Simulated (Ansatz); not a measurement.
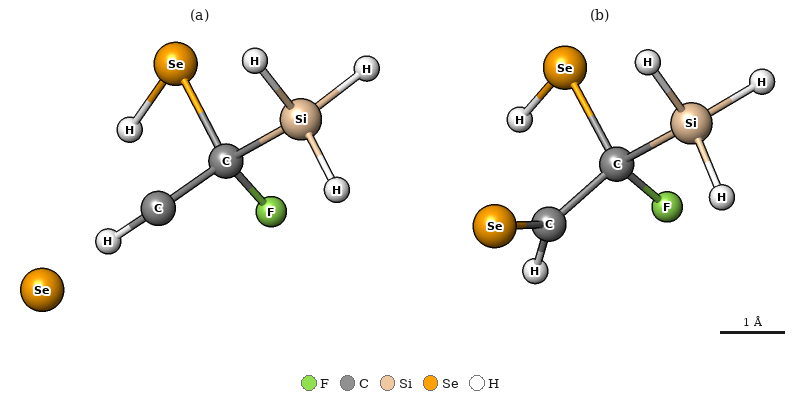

The structure of C2H5FSe2Si before (left) and after (right) a relaxation, at one scale.

Style: ball-and-stick. Shown from a free direction.

The run prepares an end point of a later path (hydrogen shift) calculation, from a guessed geometry.

Computed with RHF/def2-SVP (Ansatz 0.2.0). Set-up: no spin polarisation; force threshold 0.02 eV/Å; at most 50 steps.

Summarise the run.

The atom that moves furthest after the best rigid fit is a Se atom (1.33 Å). By element the largest moves are Se 1.33 Å, H 0.78 Å, C 0.38 Å, Si 0.24 Å, F 0.12 Å. Among the contacts that change: Se–Si 4.929 → 3.558 Å, C–Se 3.940 → 2.906 Å, C–Se 2.466 → 1.740 Å, H–Se 2.036 → 2.472 Å. New bonds form: C–Se (2.47 → 1.74 Å). Bond angles that change, for instance: C–C–H 122.4° → 112.2°, C–Se–H 88.0° → 94.9°, Si–C–C 109.8° → 116.5°. Groups turn about C–C by about 30°. After 16 geometry steps the energy has fallen by 5.329 eV. Largest force component: 3 eV/Å at the start, 0.012 eV/Å at the end.
